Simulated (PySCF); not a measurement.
# Run report: Si2H4SCl (charge +1), single-point calculation

Si2H4SCl, charge +1, computed with MP2/def2-SVP, RHF (PySCF 2.14.0).

The geometry is that of the parent species in another charge or spin state. The geometry comes from this level: GFN2-xTB.

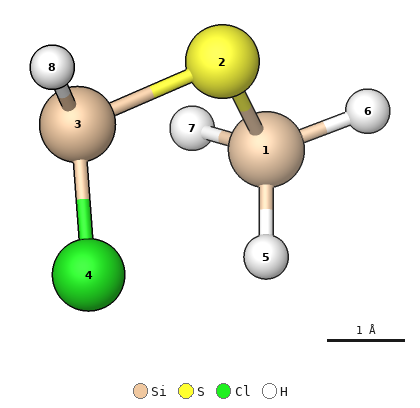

*The structure as given in the input (ball-and-stick view, seen at a tilt; atoms are numbered from 1 in the order of the input).*

Bond lengths as drawn: Cl–Si 2.03 Å, H–Si 1.45 to 1.46 Å and S–Si 2.15 to 2.16 Å.

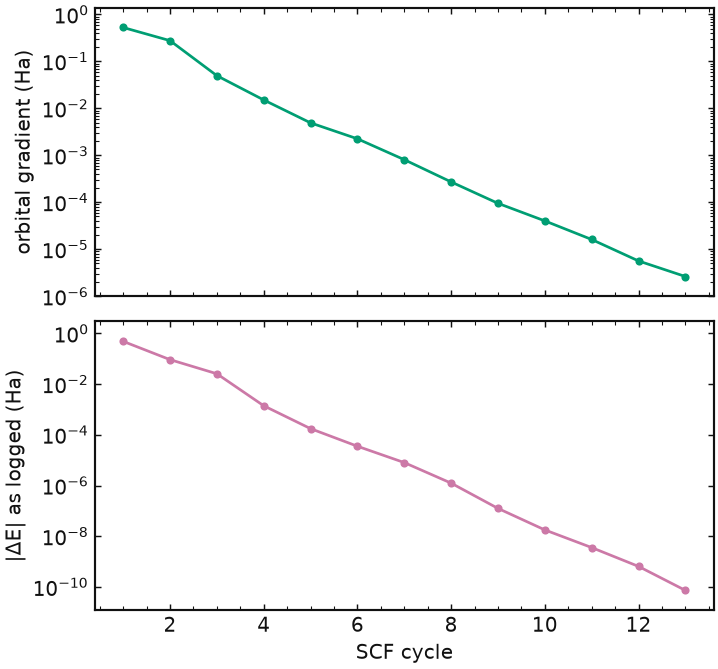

*Convergence of the self-consistent field: orbital gradient and size of the energy change against the SCF cycle.*

The residual falls at every step.

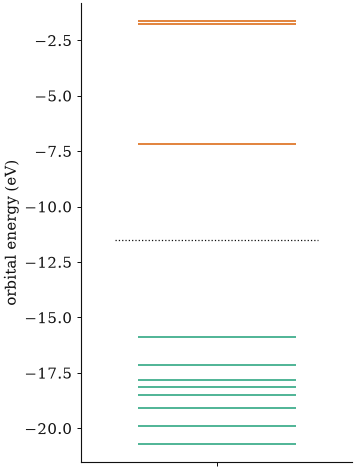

*Orbital energies near the frontier (SCF reference); the dotted line parts filled from empty levels, and levels within 0.02 eV of each other stand side by side.*

Highest filled −15.88 eV, lowest empty −7.16 eV, 8.72 eV apart.

The input that produced these results follows, with the program's output.

### Input (input.py)
```python
from pyscf import gto, mp

system = gto.M(
    atom=[
    ('Si', (-0.668190, 1.360740, -0.170880)),
    ('S', (0.313710, 0.096520, 1.271460)),
    ('Si', (0.388830, -1.840730, 0.327070)),
    ('Cl', (1.408190, -1.780800, -1.426110)),
    ('H', (0.066140, 1.284420, -1.425420)),
    ('H', (-0.591760, 2.671370, 0.450650)),
    ('H', (-2.029030, 0.860730, -0.317100)),
    ('H', (1.112110, -2.652250, 1.290320)),
],
    verbose=4,
    charge=1,
    spin=0,
    max_memory=1860,
    basis='def2-svp',
)

mf = system.RHF()
mf.conv_tol = 1e-10
mf.kernel()
if not mf.converged:
    mf = mf.newton().run(mf.mo_coeff, mf.mo_occ)

pt = mp.MP2(mf, frozen=10).run()
energy = pt.e_tot
print('E = %.10f Eh' % energy)
```

Launch command:
```bash
OMP_NUM_THREADS=1 python input.py
```

### What the program printed
```
PySCF version 2.14.0

[INPUT] num. atoms = 8
[INPUT] num. electrons = 64
[INPUT] charge = 1
[INPUT] spin (= nelec alpha-beta = 2S) = 0
[INPUT] symmetry False subgroup None
[INPUT] Mole.unit = angstrom
[INPUT] Symbol           X                Y                Z      unit          X                Y                Z       unit  Magmom
[INPUT]  1 Si    -0.668190000000   1.360740000000  -0.170880000000 AA   -1.262696099173   2.571425926741  -0.322916400166 Bohr   0.0
[INPUT]  2 S      0.313710000000   0.096520000000   1.271460000000 AA    0.592825982537   0.182396365543   2.402711178339 Bohr   0.0
[INPUT]  3 Si     0.388830000000  -1.840730000000   0.327070000000 AA    0.734782209015  -3.478475569271   0.618072723561 Bohr   0.0
[INPUT]  4 Cl     1.408190000000  -1.780800000000  -1.426110000000 AA    2.661093431351  -3.365224282625  -2.694957323503 Bohr   0.0
[INPUT]  5 H      0.066140000000   1.284420000000  -1.425420000000 AA    0.124986485879   2.427202028914  -2.693653412478 Bohr   0.0
[INPUT]  6 H     -0.591760000000   2.671370000000   0.450650000000 AA   -1.118264331473   5.048157677379   0.851605078035 Bohr   0.0
[INPUT]  7 H     -2.029030000000   0.860730000000  -0.317100000000 AA   -3.834310998526   1.626543967197  -0.599232154100 Bohr   0.0
[INPUT]  8 H      1.112110000000  -2.652250000000   1.290320000000 AA    2.101583320390  -5.012026113878   2.438351413049 Bohr   0.0

nuclear repulsion = 325.619933730382
number of shells = 44
number of NR pGTOs = 172
number of NR cGTOs = 92
basis = def2-svp
ecp = {}

******** <class 'pyscf.scf.hf.RHF'> ********
method = RHF
initial guess = minao
damping factor = 0
level_shift factor = 0
DIIS = <class 'pyscf.scf.diis.CDIIS'>
diis_start_cycle = 1
diis_space = 8
diis_damp = 0
SCF conv_tol = 1e-10
SCF conv_tol_grad = None
SCF max_cycles = 50
direct_scf = True
direct_scf_tol = 1e-13
Set gradient conv threshold to 1e-05
Initial guess from minao.
init E= -1436.89489883039
  HOMO = -0.316336800931086  LUMO = -0.122269174431277  gap/eV = 5.28085
cycle= 1 E= -1436.40891330966  delta_E= 0.486  |g|= 0.526  |ddm|= 2.68
  HOMO = -0.596075663664821  LUMO = -0.35422896508262  gap/eV = 6.58098
cycle= 2 E= -1436.50131077433  delta_E= -0.0924  |g|= 0.276  |ddm|= 1.05
  HOMO = -0.591410531097082  LUMO = -0.273192890632233  gap/eV = 8.65914
cycle= 3 E= -1436.52688870885  delta_E= -0.0256  |g|= 0.0496  |ddm|= 0.39
  HOMO = -0.579051410300287  LUMO = -0.263561662783543  gap/eV = 8.58491
cycle= 4 E= -1436.52829143596  delta_E= -0.0014  |g|= 0.0151  |ddm|= 0.0917
  HOMO = -0.583529454261141  LUMO = -0.263273103564666  gap/eV = 8.71462
cycle= 5 E= -1436.52846666166  delta_E= -0.000175  |g|= 0.00491  |ddm|= 0.033
  HOMO = -0.583217479351381  LUMO = -0.263359469104528  gap/eV = 8.70378
cycle= 6 E= -1436.52850207026  delta_E= -3.54e-05  |g|= 0.00225  |ddm|= 0.0157
  HOMO = -0.583615489707372  LUMO = -0.263190302526874  gap/eV = 8.71921
cycle= 7 E= -1436.52851009094  delta_E= -8.02e-06  |g|= 0.000809  |ddm|= 0.00853
  HOMO = -0.583633343601998  LUMO = -0.263059882316082  gap/eV = 8.72325
cycle= 8 E= -1436.5285113326  delta_E= -1.24e-06  |g|= 0.000272  |ddm|= 0.00379
  HOMO = -0.583659892790292  LUMO = -0.263058885196844  gap/eV = 8.72400
cycle= 9 E= -1436.5285114574  delta_E= -1.25e-07  |g|= 9.53e-05  |ddm|= 0.00123
  HOMO = -0.583659262622142  LUMO = -0.26305863657103  gap/eV = 8.72399
cycle= 10 E= -1436.52851147514  delta_E= -1.77e-08  |g|= 4.03e-05  |ddm|= 0.000457
  HOMO = -0.583663095796983  LUMO = -0.263061243686086  gap/eV = 8.72402
cycle= 11 E= -1436.5285114787  delta_E= -3.56e-09  |g|= 1.62e-05  |ddm|= 0.000212
  HOMO = -0.58366229933777  LUMO = -0.2630590750304  gap/eV = 8.72406
cycle= 12 E= -1436.52851147934  delta_E= -6.43e-10  |g|= 5.66e-06  |ddm|= 9.55e-05
  HOMO = -0.583662282055532  LUMO = -0.263059483920522  gap/eV = 8.72405
cycle= 13 E= -1436.52851147941  delta_E= -7.28e-11  |g|= 2.64e-06  |ddm|= 2.88e-05
  HOMO = -0.583662068711775  LUMO = -0.263059014652296  gap/eV = 8.72405
Extra cycle  E= -1436.52851147942  delta_E= -1.07e-11  |g|= 1.6e-06  |ddm|= 7.23e-06
converged SCF energy = -1436.52851147942

******** <class 'pyscf.mp.mp2.RMP2'> ********
nocc = 22, nmo = 82
frozen orbitals 10
E(RMP2) = -1436.99862797816  E_corr = -0.470116498737845
E(SCS-RMP2) = -1436.99872870686  E_corr = -0.470217227435391
E_corr(same-spin) = -0.108372197365411
E_corr(oppo-spin) = -0.361744301372434
E = -1436.9986279782 Eh
```

### Results in brief

| quantity | value |
| --- | --- |
| outcome | converged |
| total energy | −1436.998628 hartree |
| SCF energy | −1436.528511 hartree |
| correlation energy | −0.470116 hartree |
| basis functions | 92 |
| HOMO of the SCF reference | −15.88 eV |
| LUMO of the SCF reference | −7.16 eV |
| hardware | 1 thread of Arm Neoverse V1, 24 GiB of memory available, shared host |
| wall time | 2.6 s |
| peak memory | 0.24 GiB |

The record of the run, not the program, notes: dipole of an ion depends on the origin.
